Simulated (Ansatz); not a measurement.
# F$_{2}$HOSi$_{2}$ (SMILES F[SiH](F)[O+]=[Si]) (charge +1): what the fields show

```yaml
atoms:
  - { symbol: F, position_ang: [-2.2442, 0.3482, 0.6321] }
  - { symbol: F, position_ang: [-2.5641, -0.4075, -1.8442] }
  - { symbol: O, position_ang: [-0.2787, 0.5087, -1.0449] }
  - { symbol: Si, position_ang: [-1.9883, 0.7056, -0.8842] }
  - { symbol: Si, position_ang: [1.2480, 0.1802, -1.1419] }
  - { symbol: H, position_ang: [-2.3233, 2.0676, -1.2565] }
```

Geometry: B3LYP-D3(BJ)/6-311G**.

All numbers below come from isolated molecule in a Gaussian basis; Kohn-Sham density functional theory, functional PBE0 (Ansatz).

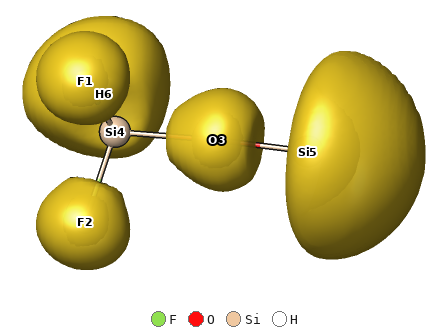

Figure 1. Isosurface of the electron localisation function at 0.75 (yellow), seen at a tilt. Only the valence region is drawn (cores and ρ < 0.01 e/Å³ removed).

What do the ELF domains correspond to?

The ELF exceeds this value in one region around a hydrogen nucleus, one region on O in which the atom's valence shell and bonds are merged, one lobe on Si, pointing away from the bonds (lone pairs) and two regions wrapped around F (its lone pairs, merged into a ring or cap). Profiles from the grid: Si–O (1.56 Å): the ELF peaks at about 0.85 between the atoms (a short, strongly polar bond). Si–F (1.58 Å): the ELF peaks at about 0.85 in the valence shell of F, 0.6 Å from its nucleus, and is about 0.50 at the midpoint.

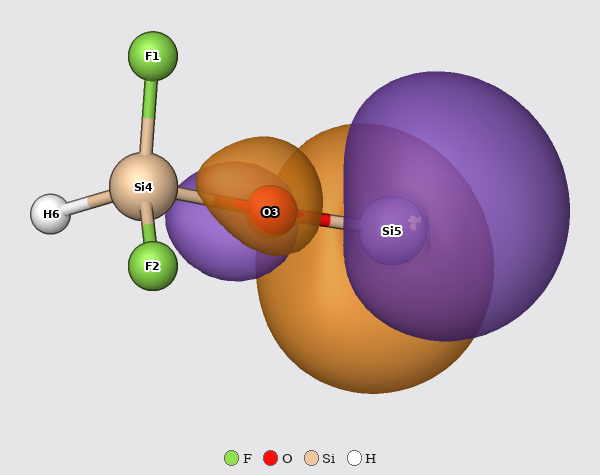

Figure 2. The LUMO at ±0.08 Å⁻³ᐟ² (orange and purple are the two phases), seen at a tilt.

Describe this orbital and give its energy.

Its weight (Hirshfeld) is mainly on Si5 (about 90 %) and O3 (about 10 %). Its energy is −8.59 eV.

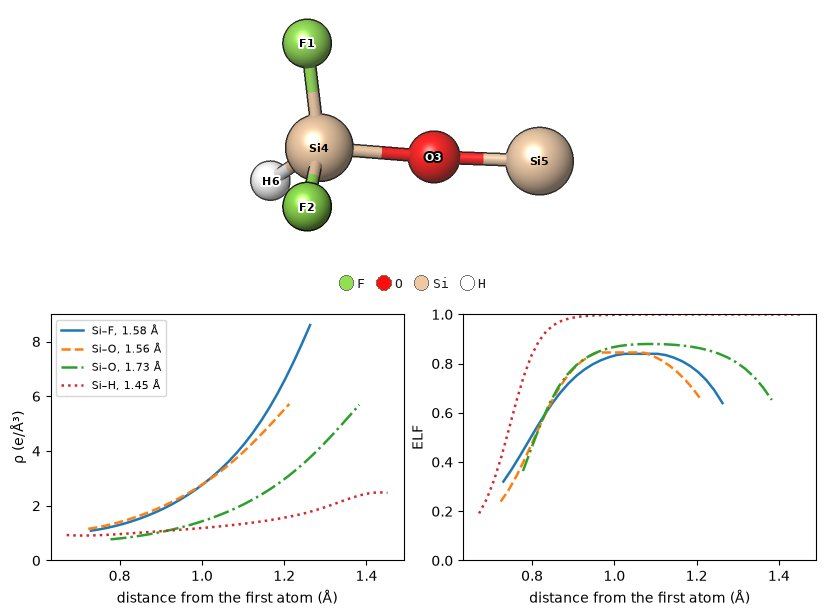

Figure 3. Total electron density and ELF along straight lines between neighbouring atoms. The curves leave out the atomic cores. The structure is drawn too.

What can be read from the curves?

Si–F (1.58 Å): the density is about 1.3 e/Å³ at the midpoint; the ELF peaks at about 0.85 in the valence shell of F, 0.6 Å from its nucleus, and is about 0.50 at the midpoint.
Si–O (1.56 Å): the density is about 1.3 e/Å³ at the midpoint; the ELF peaks at about 0.85 between the atoms; a short, strongly polar bond.
Si–O (1.73 Å): the density is about 0.94 e/Å³ at the midpoint; the ELF peaks at about 0.90 between the atoms, as expected for a shared but strongly polarised pair.
Si–H (1.45 Å): the density is about 0.91 e/Å³ at the midpoint; the ELF climbs to about 1 towards the hydrogen, as it does in any bond to H.
